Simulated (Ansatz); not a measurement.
## Convergence study of the plane-wave cutoff for NaGa (Cm, 4 atoms in the cell)

```
CELL_PARAMETERS angstrom
      3.01918    -3.38665     0.00000
      3.01918     3.38665     0.00000
      0.00000     0.00000     4.88306
ATOMIC_POSITIONS crystal
  Na 0.63461 0.36539 0.26024
  Na 0.36539 0.63461 0.75000
  Ga 0.08656 0.91344 0.25000
  Ga 0.91344 0.08656 0.75000
```

Level of theory: LDA (PW92), default PAW files made with PBE (plane waves; Ansatz, a quantum-chemistry and plane-wave program).

Base settings: basis.ecutwfc = 420 eV; kpoints.mp_grid.grid = 5 5 5; hamiltonian.xc = lda; hamiltonian.pseudopotentials = {kind: paw} (the program's default PAW files); scf.occupations.method = gaussian; scf.occupations.width = 0.1 eV.

The second cell is the first with its lattice scaled by 0.98.

The mesh stays at the base's, so the ladder's end is converged at best in this setting alone.

The first pressure column holds Ansatz's estimate of the finite-basis (Pulay) stress, which hides part of the cutoff error; the other is without it.

Only quantities that move along the ladder and can be compared are tabulated.

The count of work is k-points × plane waves × bands × iterations; it is no time. 

The starting cell comes from a database of computed structures (which also holds hypothetical and non-ambient phases and stackings), without a prior relaxation at this level. Its lattice was rescaled by up to half a per cent. One atom was moved a little off its site on purpose.

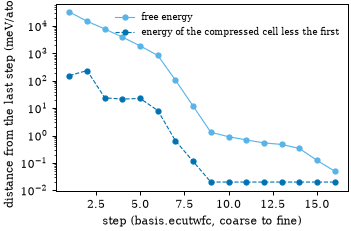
*Distance from the last step along the ladder; very small values are drawn at a floor.*

```csv
basis.ecutwfc,free energy less the last step's (meV/atom),energy of the compressed cell less the first (meV/atom),pressure (GPa),pressure without the Pulay estimate (GPa),largest difference of a force vector from the last step's (eV/Å),count of work / last
145 eV,32375.55,-171.83,-6.78,-636.06,0.394,0.065
170 eV,14884.42,-251.75,-3.01,-344.28,0.342,0.078
190 eV,7743.09,7.25,-1.61,-210.72,0.115,0.081
210 eV,3925.32,-37.90,-3.01,-127.55,0.092,0.095
230 eV,1879.61,-39.13,-2.28,-73.41,0.055,0.11
250 eV,836.84,-8.36,-2.08,-39.68,0.046,0.12
295 eV,104.78,-15.87,-2.30,-8.95,0.013,0.16
335 eV,11.81,-16.40,-2.32,-3.30,0.002,0.19
380 eV,1.31,-16.49,-2.33,-2.38,0.000,0.23
420 eV,0.91,-16.51,-2.33,-2.34,0.000,0.27
460 eV,0.69,-16.50,-2.33,-2.34,0.000,0.31
505 eV,0.54,-16.51,-2.33,-2.33,0.000,0.35
565 eV,0.47,-16.51,-2.33,-2.33,0.000,0.42
630 eV,0.34,-16.51,-2.33,-2.33,0.000,0.49
735 eV,0.13,-16.51,-2.33,-2.33,0.000,0.62
840 eV,0.05,-16.51,-2.33,-2.33,0.000,0.86
1010 eV,0.00,-16.51,-2.33,-2.33,0.000,1.0
```

Coarsest basis.ecutwfc that holds the free energy within 5 meV/atom of the last step, with all finer ones: 380 eV, at 0.23 of the last step's count of work; the step before is off by 12 meV/atom.

Coarsest basis.ecutwfc that holds the energy of the compressed cell less the first within 0.5 meV/atom of the last step, with all finer ones: 335 eV, at 0.19 of the last step's count of work; the step before is off by 0.64 meV/atom.

Coarsest basis.ecutwfc that holds the pressure without the Pulay estimate within 0.1 GPa of the last step, with all finer ones: 380 eV, at 0.23 of the last step's count of work; the step before is off by 0.97 GPa.

The energy difference between the two cells stays within 1 meV/atom of the last step's from 295 eV on, the total only from 420 eV on: much of the error is common to both cells and cancels.

At the lowest cutoff the pressure without the Pulay estimate lies 634 GPa under the last step's, the usual sign of Pulay stress in an incomplete plane-wave basis.

Keys are those of Ansatz 0.2.
